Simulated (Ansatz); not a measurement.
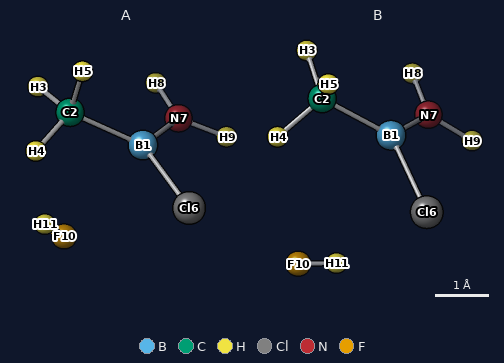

Two geometries of CH₆BClFN, drawn at one scale. One is the start of a relaxation, the other its converged end. The picture is a ball-and-stick view, seen at a tilt.

Method: RKS revPBE/def2-SVP (Ansatz 0.2.0). (no spin polarisation; force threshold 0.03 eV/Å; at most 50 steps)

Q: Which of the two is the end point?

A: Structure B is the relaxed one. The run prepares an end point of a later path (reaction) calculation, from a guessed geometry. H11 moves most after the best rigid fit: 1.05 Å. By element the largest moves are H 1.05 Å, F 0.68 Å, Cl 0.33 Å, C 0.26 Å, B 0.20 Å, N 0.09 Å. Among the contacts that change: B1–Cl6 1.810 → 1.836 Å, B1–C2 1.598 → 1.576 Å, F10–H11 0.931 → 0.944 Å, B1–N7 1.405 → 1.400 Å. Bond angles that change, for instance: B1–C2–H4 113.9° → 108.8°, C2–B1–N7 122.6° → 125.7°, B1–C2–H5 108.4° → 111.3°. Groups turn about B1–C2 by about 30°. After 22 accepted moves (27 points after the start) the energy has fallen by 27.1 kJ/mol. Largest force component: 0.51 eV/Å at the start, 0.025 eV/Å at the end. The line search rejected the trial steps at points 2, 13, 16, 21, 22 of the run. Cost: 67 s on 2 threads of Arm Neoverse V1, with other jobs on the host, peak memory 0.18 GiB.
